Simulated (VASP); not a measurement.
## SmTa: structure and properties in VASP

What structure does SmTa take at this level, and what are its properties? The steps: relaxing cell and atoms (PBE + D4), second relaxation, single point with fields (PBE + D4), bands along the symmetry lines (PBE + D4), density of states (PBE + D4) and band structure (PBE + D4 + SOC). The cell is invented: it takes the structure of a Materials Project entry for YZr (space group 187 there), with all of its atoms replaced by other elements, volume scaled by an estimate. It may not be a known or stable phase.

Program: VASP 6.6.1. Level of theory: PBE with D4, spin-polarised from a ferromagnetic start (one magnetic atom a cell); plane waves and PAW (Ta_pv, Sm), in the first sound run; inputs show where later runs differ. Results are calculated unless marked as measured.

### 1. Set-up

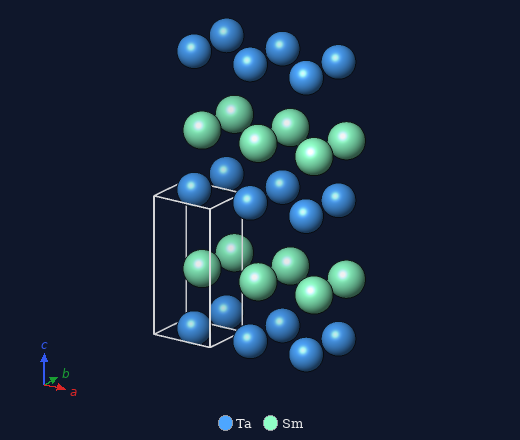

The starting structure, seen slightly off an axis (tantalum blue, samarium green). 3×2×2 cells are drawn. Some periodic images of atoms are drawn too.

As a file:

```cif
data_structure
_symmetry_space_group_name_H-M 'P 1'
_symmetry_Int_Tables_number 1
_cell_length_a 3.3615
_cell_length_b 3.3615
_cell_length_c 5.3045
_cell_angle_alpha 90.000
_cell_angle_beta 90.000
_cell_angle_gamma 120.000
_cell_volume 51.91
loop_
_atom_site_label
_atom_site_type_symbol
_atom_site_fract_x
_atom_site_fract_y
_atom_site_fract_z
_atom_site_occupancy
Ta1 Ta 0.33333 0.66667 0.00000 1
Sm2 Sm 0.66667 0.33333 0.50000 1
```

### 2. Relaxing cell and atoms (PBE + D4)

The start need not lie at this functional's minimum. ISIF = 3 frees volume, shape and positions, and EDIFFG sets the threshold on forces and stress at which the search stops. PBE, the usual starting point, adds the gradient of the density. A dispersion term adds the long-range attraction that semilocal functionals lack. D4 lets the coefficients depend on atomic charges too.

File INCAR:

```
SYSTEM = SmTa
PREC = Accurate
ENCUT = 450
EDIFF = 1E-06
NELM = 100
ISMEAR = 1
SIGMA = 0.2
LREAL = .FALSE.
ALGO = Normal
GGA = PE
IVDW = 13
ISPIN = 2
MAGMOM = 0 5
LMAXMIX = 6
LORBIT = 11
LWAVE = .FALSE.
LCHARG = .FALSE.
IBRION = 2
NSW = 60
ISIF = 3
EDIFFG = -0.01
```

File POSCAR:

```
SmTa
1.0
    3.3614540000      0.0000000000      0.0000000000
   -1.6807270000      2.9111050000      0.0000000000
    0.0000000000      0.0000000000      5.3045440000
Ta Sm
1 1
Direct
    0.3333333300      0.6666666700      0.0000000000
    0.6666666700      0.3333333300      0.5000000000
```

File KPOINTS:

```
Automatic mesh
0
Gamma
7 7 4
0 0 0
```

The projector-augmented-wave data sets are Ta_pv and Sm (PBE family, release 64).

Launch:

```
> mpirun -np 1 vasp_std
```

The log of the run:

```text
[banner, memory and clock lines left out]
running    1 mpi-ranks, on    1 nodes
 distrk:  each k-point on    1 cores,    1 groups
 distr:  one band on    1 cores,    1 groups

 POSCAR found type information on POSCAR TaSm
 POSCAR found :  2 types and       2 ions
 LDA part: xc-table for (Slater+PW92), standard interpolation
 POSCAR, INCAR and KPOINTS ok, starting setup
 FFT: planning ... GRIDC
 FFT: planning ... GRID_SOFT
 FFT: planning ... GRID
 WAVECAR not read
 entering main loop
       N       E                     dE             d eps       ncg     rms          rms(c)
DAV:   1     0.158326069178E+03    0.15833E+03   -0.10840E+04  2492   0.469E+03
DAV:   2     0.471430537156E+01   -0.15361E+03   -0.14521E+03  2496   0.426E+02
DAV:   3    -0.172931211370E+02   -0.22007E+02   -0.21006E+02  3276   0.130E+02
DAV:   4    -0.195800369690E+02   -0.22869E+01   -0.22080E+01  3760   0.334E+01
DAV:   5    -0.197938893102E+02   -0.21385E+00   -0.20827E+00  3392   0.947E+00    0.405E+01
DAV:   6    -0.345858922706E+02   -0.14792E+02   -0.72688E+01  3528   0.829E+01    0.955E+01
DAV:   7    -0.220221011794E+02    0.12564E+02   -0.10743E+02  3140   0.888E+01    0.303E+02
DAV:   8    -0.237068617862E+02   -0.16848E+01   -0.66707E+00  3592   0.205E+01    0.990E+01
DAV:   9    -0.198201846431E+02    0.38867E+01   -0.52760E+00  3232   0.661E+01    0.247E+01
DAV:  10    -0.202720111103E+02   -0.45183E+00   -0.34968E+00  3764   0.358E+01    0.223E+01
DAV:  11    -0.196436203374E+02    0.62839E+00   -0.16311E+00  3204   0.227E+01    0.664E+00
DAV:  12    -0.196676732466E+02   -0.24053E-01   -0.19144E-01  3512   0.432E+00    0.356E+00
DAV:  13    -0.196718648459E+02   -0.41916E-02   -0.33420E-02  3608   0.462E+00    0.307E+00
DAV:  14    -0.196738394819E+02   -0.19746E-02   -0.33257E-02  3540   0.444E+00    0.181E+00
DAV:  15    -0.196738117638E+02    0.27718E-04   -0.71081E-03  3452   0.242E+00    0.131E+00
DAV:  16    -0.196710171054E+02    0.27947E-02   -0.11092E-02  3060   0.313E+00    0.894E-01
DAV:  17    -0.196720254507E+02   -0.10083E-02   -0.18342E-03  3512   0.122E+00    0.658E-01
DAV:  18    -0.196713141335E+02    0.71132E-03   -0.17184E-03  2988   0.140E+00    0.556E-01
DAV:  19    -0.196717690092E+02   -0.45488E-03   -0.57164E-04  3640   0.681E-01    0.628E-01
DAV:  20    -0.196718308420E+02   -0.61833E-04   -0.13432E-04  3696   0.418E-01    0.583E-01
DAV:  21    -0.196718182562E+02    0.12586E-04   -0.45386E-05  3688   0.121E-01    0.600E-01
DAV:  22    -0.196718083276E+02    0.99285E-05   -0.14938E-05  3536   0.849E-02    0.620E-01
DAV:  23    -0.196718043400E+02    0.39876E-05   -0.44014E-06  2616   0.417E-02    0.647E-01
DAV:  24    -0.196718029862E+02    0.13539E-05   -0.19071E-06  2112   0.308E-02    0.675E-01
DAV:  25    -0.196718031627E+02   -0.17655E-06   -0.75762E-07  1864   0.148E-02
   1 F= -.20217955E+02 E0= -.20219458E+02  d E =-.202180E+02  mag=     5.4642
 curvature:   0.00 expect dE= 0.000E+00 dE for cont linesearch  0.000E+00
 trial: gam= 0.00000 g(F)=  0.683E-44 g(S)=  0.719E+00 ort = 0.000E+00 (trialstep = 0.100E+01)
 search vector abs. value=  0.719E+00
 bond charge predicted
       N       E                     dE             d eps       ncg     rms          rms(c)
DAV:   1    -0.778798210854E+02   -0.58208E+02   -0.41812E+02  3432   0.465E+02    0.242E+02
DAV:   2    -0.226998167672E+03   -0.14912E+03   -0.23886E+03  2096   0.410E+02    0.208E+03
DAV:   3    -0.317363631380E+03   -0.90365E+02   -0.13231E+02  2508   0.184E+02    0.234E+03
DAV:   4    -0.315218288452E+03    0.21453E+01   -0.35849E+01  3288   0.480E+01    0.399E+03
DAV:   5    -0.142774404502E+03    0.17244E+03   -0.17179E+02  3572   0.244E+02    0.147E+03
DAV:   6    -0.343098863574E+02    0.10846E+03   -0.85652E+01  3676   0.107E+02    0.174E+02
DAV:   7    -0.543874655102E+02   -0.20078E+02   -0.67518E+02  3416   0.337E+02    0.261E+02
DAV:   8    -0.255339601792E+02    0.28854E+02   -0.40283E+01  3188   0.955E+01    0.122E+02
DAV:   9    -0.165097306721E+02    0.90242E+01   -0.45699E+01  3384   0.867E+01    0.192E+02
DAV:  10    -0.173909924390E+02   -0.88126E+00   -0.82207E+00  3760   0.134E+01    0.420E+01
DAV:  11    -0.177300895535E+02   -0.33910E+00   -0.90368E-01  3720   0.143E+01    0.419E+01
DAV:  12    -0.189174012993E+02   -0.11873E+01   -0.36289E-01  3528   0.168E+01    0.437E+01
DAV:  13    -0.205036564087E+02   -0.15863E+01   -0.72312E+00  3240   0.896E+01    0.518E+01
DAV:  14    -0.197389771581E+02    0.76468E+00   -0.19412E+00  3620   0.254E+01    0.571E+01
DAV:  15    -0.195987982556E+02    0.14018E+00   -0.45276E-01  3424   0.172E+01    0.506E+01
DAV:  16    -0.196999355742E+02   -0.10114E+00   -0.39110E-01  3768   0.160E+01    0.515E+01
DAV:  17    -0.197736981708E+02   -0.73763E-01   -0.12235E-01  3444   0.687E+00    0.491E+01
DAV:  18    -0.197581281100E+02    0.15570E-01   -0.22166E-01  3680   0.855E+00    0.519E+01
DAV:  19    -0.197537395465E+02    0.43886E-02   -0.78609E-02  3640   0.827E+00    0.541E+01
DAV:  20    -0.197631057039E+02   -0.93662E-02   -0.18913E-02  3688   0.352E+00    0.520E+01
DAV:  21    -0.197827016816E+02   -0.19596E-01   -0.32675E-02  3240   0.401E+00    0.481E+01
DAV:  22    -0.197840493967E+02   -0.13477E-02   -0.12053E-02  3576   0.282E+00    0.471E+01
DAV:  23    -0.197765353026E+02    0.75141E-02   -0.76857E-03  3108   0.273E+00    0.483E+01
DAV:  24    -0.197798620837E+02   -0.33268E-02   -0.22041E-03  3396   0.121E+00    0.481E+01
DAV:  25    -0.197822132218E+02   -0.23511E-02   -0.11025E-03  3236   0.761E-01    0.487E+01
DAV:  26    -0.197816358527E+02    0.57737E-03   -0.32337E-04  3616   0.487E-01    0.494E+01
DAV:  27    -0.197815795582E+02    0.56295E-04   -0.54557E-05  3532   0.733E-02    0.496E+01
DAV:  28    -0.197810460400E+02    0.53352E-03   -0.56593E-05  3460   0.164E-01    0.490E+01
DAV:  29    -0.197812548227E+02   -0.20878E-03   -0.73141E-05  3104   0.290E-01    0.499E+01
DAV:  30    -0.197817102670E+02   -0.45544E-03   -0.29132E-05  3120   0.146E-01    0.509E+01
[...]
DAV:  46    -0.197753289507E+02    0.39841E-03   -0.48826E-04  3220   0.350E-01    0.578E+01
DAV:  47    -0.197786473426E+02   -0.33184E-02   -0.12949E-02  3000   0.173E+00    0.516E+01
DAV:  48    -0.197778439937E+02    0.80335E-03   -0.19885E-03  3188   0.113E+00    0.367E+01
DAV:  49    -0.197790661986E+02   -0.12222E-02   -0.13449E-03  3284   0.973E-01    0.186E+01
DAV:  50    -0.197805252879E+02   -0.14591E-02   -0.16504E-03  3096   0.812E-01    0.633E+00
DAV:  51    -0.197801746258E+02    0.35066E-03   -0.12384E-03  3636   0.644E-01    0.119E+00
DAV:  52    -0.197785226732E+02    0.16520E-02   -0.29966E-03  3244   0.185E+00    0.143E-01
DAV:  53    -0.197786089479E+02   -0.86275E-04   -0.52665E-04  3388   0.198E-01    0.133E-01
DAV:  54    -0.197786178030E+02   -0.88550E-05   -0.45301E-05  3528   0.775E-02    0.599E-02
DAV:  55    -0.197786206278E+02   -0.28248E-05   -0.43023E-06  2740   0.282E-02    0.372E-02
DAV:  56    -0.197786220701E+02   -0.14424E-05   -0.12835E-06  2072   0.227E-02    0.284E-02
DAV:  57    -0.197786224551E+02   -0.38499E-06   -0.50747E-07  1572   0.151E-02
   2 F= -.20461333E+02 E0= -.20461030E+02  d E =-.243378E+00  mag=    -5.5164
[...]
3 F= -.20506787E+02 E0= -.20506982E+02  d E =-.288832E+00  mag=    -5.5302
[...]
4 F= -.20506716E+02 E0= -.20506935E+02  d E =-.288761E+00  mag=    -5.5272
[...]
5 F= -.20542585E+02 E0= -.20541013E+02  d E =-.358693E-01  mag=    -5.5415
[...]
6 F= -.20548860E+02 E0= -.20545842E+02  d E =-.421442E-01  mag=    -5.5906
 curvature:  -0.86 expect dE=-0.105E-03 dE for cont linesearch -0.277E-04
 ZBRENT: interpolating
 opt :   1.5894  next Energy=   -20.548886 (dE=-0.422E-01)
 bond charge predicted
       N       E                     dE             d eps       ncg     rms          rms(c)
DAV:   1    -0.199147950382E+02   -0.60283E-03   -0.14629E-02  2664   0.554E+00    0.436E-01
DAV:   2    -0.199313313441E+02   -0.16536E-01   -0.19747E-02  3332   0.466E+00    0.337E+00
DAV:   3    -0.199138896854E+02    0.17442E-01   -0.17875E-02  2940   0.416E+00    0.404E-01
DAV:   4    -0.199142473364E+02   -0.35765E-03   -0.10633E-03  3404   0.659E-01    0.185E-01
DAV:   5    -0.199141169160E+02    0.13042E-03   -0.24605E-04  3400   0.463E-01    0.792E-02
DAV:   6    -0.199141030350E+02    0.13881E-04   -0.74412E-05  3600   0.234E-01    0.578E-02
DAV:   7    -0.199141019720E+02    0.10630E-05   -0.28666E-05  3140   0.182E-01    0.419E-02
DAV:   8    -0.199141006736E+02    0.12984E-05   -0.11175E-05  3348   0.106E-01    0.244E-02
DAV:   9    -0.199141009343E+02   -0.26066E-06   -0.20401E-06  1952   0.474E-02
   7 F= -.20548887E+02 E0= -.20545949E+02  d E =-.421705E-01  mag=    -5.5864
 curvature:  -0.81 expect dE=-0.939E-05 dE for cont linesearch -0.195E-07
 trial: gam= 0.00220 g(F)=  0.787E-43 g(S)=  0.116E-04 ort = 0.376E-04 (trialstep = 0.107E+01)
 search vector abs. value=  0.121E-04
 reached required accuracy - stopping structural energy minimisation
```

The job ended after 13 min (1 MPI rank of AMD EPYC 7R43, shared host; peak memory 0.22 GiB).

The logs omit lines about the potential files and the build; timing stands in the text.

Parts of OUTCAR (step 2):

```text
ion  position               nearest neighbor table
   1  0.333  0.667  0.000-   2 3.29   2 3.29   2 3.29   2 3.29   2 3.29   2 3.29
   2  0.667  0.333  0.500-   1 3.29   1 3.29   1 3.29   1 3.29   1 3.29   1 3.29

  LATTYP: Found a hexagonal cell.
 ALAT       =     3.3614540000
 C/A-ratio  =     1.5780504508

 Subroutine GETGRP returns: Found 12 space group operations
 (whereof 12 operations were pure point group operations)

The static configuration has the point symmetry D_3h.

 Found     24 irreducible k-points:

   k-points           NKPTS =     24   k-points in BZ     NKDIM =     24   number of bands    NBANDS=     20

   dimension x,y,z NGX =    24 NGY =   24 NGZ =   40
   dimension x,y,z NGXF=    48 NGYF=   48 NGZF=   80

   ENCUT  =  450.0 eV  33.07 Ry    5.75 a.u.   5.81  5.81  9.18*2*pi/ulx,y,z

   NELECT =      27.0000    total number of electrons

 k-points in reciprocal lattice and weights: Automatic mesh
   0.00000000  0.00000000  0.00000000       0.005
   0.14285714  0.00000000  0.00000000       0.031
   0.28571429 -0.00000000  0.00000000       0.031
   0.42857143  0.00000000  0.00000000       0.031
   0.14285714  0.14285714  0.00000000       0.031
   0.28571429  0.14285714  0.00000000       0.061
   0.42857143  0.14285714  0.00000000       0.031
   0.28571429  0.28571429  0.00000000       0.031
   0.00000000  0.00000000  0.25000000       0.010
[...]
0.42857143  0.14285714  0.50000000       0.031
   0.28571429  0.28571429  0.50000000       0.031

 average (electrostatic) potential at core
       1 -37.9639       2 -39.4140

 E-fermi :   4.7825

 spin component 1
 k-point     1 :       0.0000    0.0000    0.0000
  band No.  band energies     occupation
    ...
      5     -12.8783      1.00000
      6     -11.2434      1.00000
      7     -11.2434      1.00000
      8      -1.5553      1.00000
      9       2.5975      1.00000
     10       5.4726     -0.00001
     11       5.4726     -0.00001
     12       5.9675     -0.00000
     13       6.8813     -0.00000
     14       7.4196     -0.00000
    ...

 k-point     2 :       0.1429    0.0000    0.0000
  band No.  band energies     occupation
    ...
      5     -12.7761      1.00000
      6     -11.9213      1.00000
      7     -11.3855      1.00000
      8      -0.8736      1.00000
      9       3.1998      1.00000
     10       4.8343      0.28875
     11       5.5983     -0.00000
     12       6.0531     -0.00000
     13       6.4180     -0.00000
     14       7.1816     -0.00000
    ...

 k-point     3 :       0.2857   -0.0000    0.0000
  band No.  band energies     occupation
    ...
      7     -11.6888      1.00000
      8       0.6995      1.00000
      9       3.3690      1.00000
     10       3.9243      1.00000
     11       4.6039      1.01020
     12       6.1914     -0.00000
     13       6.4592     -0.00000
     14       6.6698     -0.00000
     15       7.6056     -0.00000
     16       8.0600     -0.00000
    ...

 k-point     4 :       0.4286    0.0000    0.0000
  band No.  band energies     occupation
    ...
      6     -12.3268      1.00000
      7     -11.9179      1.00000
      8       1.5789      1.00000
      9       2.8749      1.00000
     10       3.2163      1.00000
     11       5.1179     -0.01957
     12       5.9195     -0.00000
     13       6.2970     -0.00000
     14       6.5862     -0.00000
     15       7.9635     -0.00000
    ...

 k-point     5 :       0.1429    0.1429    0.0000
  band No.  band energies     occupation
    ...
      7     -11.7218      1.00000
      8       0.3176      1.00000
      9       3.9147      1.00000
     10       4.0715      1.00000
     11       4.4486      1.01989
     12       6.1228     -0.00000
     13       6.5621     -0.00000
     14       7.1980     -0.00000
     15       7.2610     -0.00000
     16       7.4139     -0.00000
    ...

 k-point     6 :       0.2857    0.1429    0.0000
  band No.  band energies     occupation
    ...
      7     -12.1861      1.00000
      8       1.9001      1.00000
      9       3.2996      1.00000
     10       3.5221      1.00000
     11       4.5753      1.02849
     12       5.5252     -0.00000
     13       6.5207     -0.00000
     14       6.7320     -0.00000
     15       8.0380     -0.00000
     16       8.1988     -0.00000
    ...

  DFT-D4 for vdW energy calculation

  Edisp (eV):   -0.63479

  Total      -0.01358    -0.01358    -0.01062     0.00000     0.00000     0.00000
  in kB      -0.48988    -0.48988    -0.38313     0.00000     0.00000     0.00000
  external pressure =       -0.45 kB  Pullay stress =        0.00 kB

  energy-cutoff  :      450.00
  volume of cell :       44.42
      direct lattice vectors                 reciprocal lattice vectors
     3.074055169  0.000000000 -0.000000000     0.325303205  0.187813870  0.000000000
    -1.537027585  2.662210201  0.000000000     0.000000000  0.375627740  0.000000000
    -0.000000000  0.000000000  5.427754961     0.000000000  0.000000000  0.184238236

 POSITION                                       TOTAL-FORCE (eV/Angst)
 -----------------------------------------------------------------------------------
     -0.00000      1.77481      0.00000        -0.000000     -0.000000     -0.000000
      1.53703      0.88740      2.71388         0.000000      0.000000      0.000000
 -----------------------------------------------------------------------------------
    total drift:                               -0.000022      0.000012      0.000000

  FREE ENERGIE OF THE ION-ELECTRON SYSTEM (eV)
  ---------------------------------------------------
  free  energy   TOTEN  =       -20.5488865389 eV

  energy  without entropy=      -20.5400730583  energy(sigma->0) =      -20.54594871

 reached required accuracy - stopping structural energy minimisation

 total charge
# of ion       s       p       d       f       tot
--------------------------------------------------
    1        0.382   6.102   2.237   0.000   8.722
    2        2.083   5.591   0.754   5.444  13.873
--------------------------------------------------
tot          2.466  11.693   2.991   5.444  22.595

 magnetization (x)
# of ion       s       p       d       f       tot
--------------------------------------------------
    1        0.012   0.007   0.270   0.000   0.290
    2       -0.006   0.075  -0.231  -5.364  -5.527
--------------------------------------------------
tot          0.006   0.082   0.039  -5.364  -5.237

[... 6 further parts left out ...]
```

CONTCAR:

```
SmTa
   1.00000000000000
     3.0740551691630071    0.0000000000000000   -0.0000000000000000
    -1.5370275845815036    2.6622102009717667    0.0000000000000000
    -0.0000000000000000    0.0000000000000000    5.4277549609449531
  Ta              Sm
     1     1
Direct
     0.3333333300000021    0.6666666699999979    0.0000000000000000
     0.6666666699999979    0.3333333300000021    0.5000000000000000
```

The cell holds one magnetic atom, so no antiferromagnetic order fits into it. The k-mesh is coarse for a metal. Without U or exact exchange the f electrons of Sm come out too delocalised, which can shrink the cell and pin f bands at the Fermi level. LASPH is off, so gradient terms of the non-spherical density inside the spheres are left out; for open d or f shells this can shift gaps and moments. After so large a change of volume the plane waves of the start cell no longer fit, so the final stress carries a basis-set error. Dispersion corrections of this kind ignore metallic screening and tend to overbind metals. The run keeps the 12 symmetry operations of its start, so it cannot find a distortion of lower symmetry.

The steps of the relaxation:

```
step  energy less that of the first step (eV)  largest force (eV/Å)  pressure (GPa)  volume (Å³)
   1                                   0.0000                0.0000           -9.19        51.91
   2                                  -0.2434                0.0000            6.93        41.47
   3                                  -0.2888                0.0000            1.34        44.05
   4                                  -0.2888                0.0000            0.77        44.20
   5                                  -0.3246                0.0000           -0.24        44.35
   6                                  -0.3309                0.0000           -0.13        44.42
   7                                  -0.3309                0.0000           -0.05        44.42
```

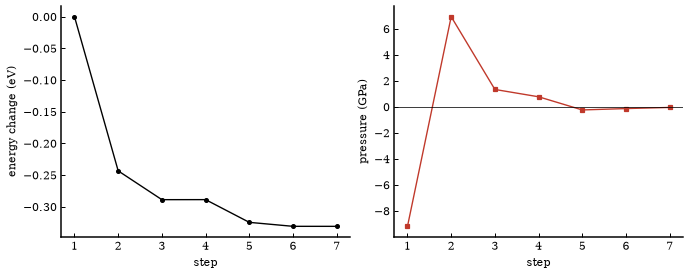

Energy and pressure along the relaxation.

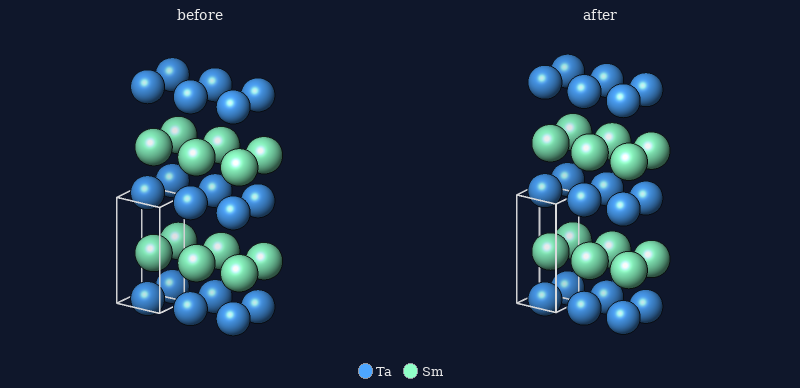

Before and after, at one scale.

```
conventional cell, symmetrised  before  after   change
                         a (Å)   3.361  3.074   -8.5 %
                         b (Å)   3.361  3.074   -8.5 %
                         c (Å)   5.305  5.428   +2.3 %
              volume (Å³/atom)   25.95  22.21  -14.4 %
```

Final coordinates:

```
Ta Sm
1.0
     3.07406    0.00000    0.00000
    -1.53703    2.66221    0.00000
     0.00000    0.00000    5.42775
Ta Sm
1 1
Cartesian
  0.0000 1.7748 0.0000
  1.5370 0.8874 2.7139
```

This step gave:

| Item | Value |
| --- | --- |
| electrons | 27 |
| bands | 20 |
| irreducible k-points | 24 |
| symmetry operations | 12 |
| free energy (TOTEN) | -20.55 eV |
| energy at zero smearing | -20.55 eV |
| Fermi energy | 4.782 eV |
| pressure | -0.04543 GPa |
| moment of the cell, from the last line of the log | -5.586 μB |
| metallic | yes |
| SCF cycles over all ionic steps | 165 |

Spin moment in the PAW sphere by atom:

```
atom  spin moment in the PAW sphere (μB)
 Ta1                                0.29
 Sm2                               -5.53
```

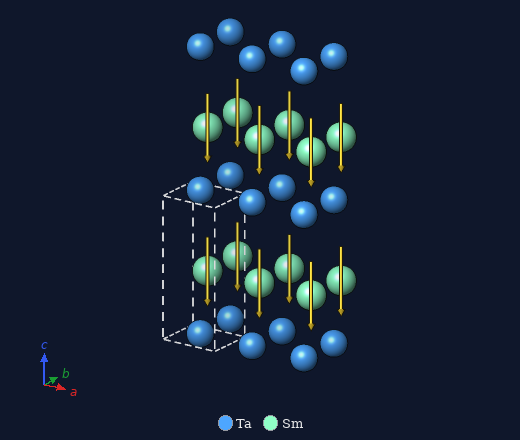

Spin moment in the PAW sphere as arrows, the longest 5.53 μB. Up and down stand for the sign. Arrows give size and sign along the axis of quantisation, drawn up and down the page. 3×2×2 cells are drawn. Some periodic images of atoms are drawn too.

It ends with forces that vanish by symmetry and a pressure of -0.05 GPa.

(Continued in part 2 of 4.)

[Lines on the potential files, build, host, timing and source positions are cut from VASP's logs without a mark.]

[Logs are printed without paths, hosts, clocks, repeated set-up lines and the standing remarks that a program may print on its own settings, such as how far it seeks lower states.]

[Hosts, paths, dates, database ids (printed as entryN), source tags and the programs' standing remarks are cut or masked in the printed files.]

[A measured line is paired with the nearest computed mode of its activity, which favours agreement.]

[In band tables of VASP the shares of atoms and orbitals are scaled to a sum of 1 inside the atoms' spheres.]
